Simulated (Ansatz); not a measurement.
# FNSi₂ (SMILES F[Si]=[N+]=[Si]) (charge +1, doublet): what the fields show

The calculation's input:

```
crystal:
  periodic: [false, false, false]
  atoms:
    - {symbol: F, position_ang: [-3.565775, -0.487553, 1.522423]}
    - {symbol: "N", position_ang: [-0.747677, -0.430476, 1.534553]}
    - {symbol: Si, position_ang: [-2.165936, -1.242411, 1.598587]}
    - {symbol: Si, position_ang: [0.714753, 0.275111, 1.480223]}
basis:
  gaussian:
    orbitals: def2-TZVPD
total_charge: 1
magnetization:
  spin_polarized: true
  initial_magnetization: 1
hamiltonian:
  xc: pbe0
output: {forces: true, orbitals: {seedname: orbitals}}
```

Run with:

```sh
ansatz run input.yaml --threads 1 --pin off --max-ram 2610MiB --events-out events.jsonl --progress --plain --runs-dir runs
```

Geometry: B3LYP-D3(BJ)/def2-SVP.

Theory: Ansatz 0.2.0, isolated molecule in a Gaussian basis; Kohn-Sham density functional theory, functional PBE0.

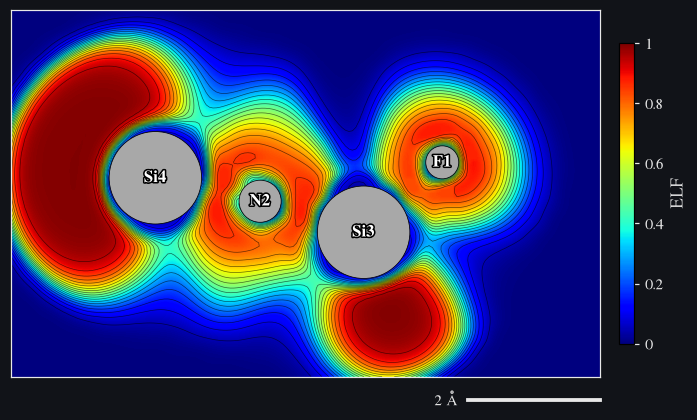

Figure 1. ELF on the molecular plane. Grey discs cover the atomic cores.

Interpret the plot.

Answer.
- The plane passes through F, N and Si nuclei.
- Si–F (1.59 Å): the ELF peaks at about 0.85 in the valence shell of F, 0.6 Å from its nucleus, and is about 0.55 at the midpoint.
- Si–N (1.62 Å): the ELF peaks at about 0.85 between the atoms: a polar covalent bond.
- The ELF also peaks beside Si3, Si4 and F1, away from the bonds: non-bonding electrons, paired or unpaired.

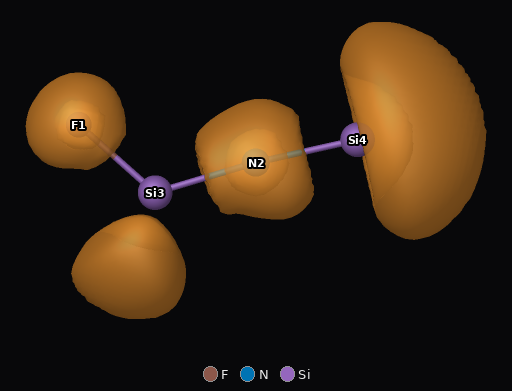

Figure 2. Isosurface of the ELF at 0.75 (orange), seen across its widest extent. Only the valence region is drawn (cores and ρ < 0.01 e/Å³ removed).

Describe the localisation domains.

Answer. The surface consists of two lobes on Si, pointing away from the bonds (non-bonding electrons), one region wrapped around F (its lone pairs, merged into a ring or cap) and one region wrapped around N (its valence shell).

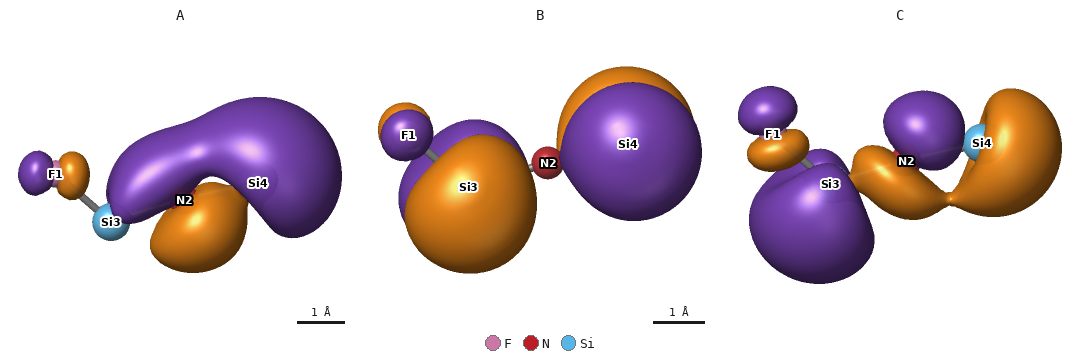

Figure 3. Three frontier orbitals at ±0.08 Å⁻³ᐟ² (orange and purple are the two phases), in no order.

Order the three orbitals by energy and name them. All are α orbitals.

Answer. A is the HOMO−1 (α) (−14.74 eV). By Hirshfeld shares it lies mainly on Si4 (about 50 %), N2 (about 40 %) and Si3 (about 10 %); it is symmetric in the molecular plane (an in-plane orbital: σ, lone-pair or in-plane π type). C is the HOMO (α) (−13.68 eV). By Hirshfeld shares it lies mainly on Si3 (about 50 %), Si4 (about 20 %), N2 (about 20 %) and F1 (about 10 %); it is symmetric in the molecular plane (an in-plane orbital: σ, lone-pair or in-plane π type). B is the LUMO (α) (−8.40 eV). Its weight (Hirshfeld) is mainly on Si3 (about 45 %), Si4 (about 45 %) and N2 (about 5 %); it changes sign across the molecular plane (π type).

What is the gap between the highest occupied and lowest empty α orbitals?

Answer. 5.28 eV between the orbital energies.
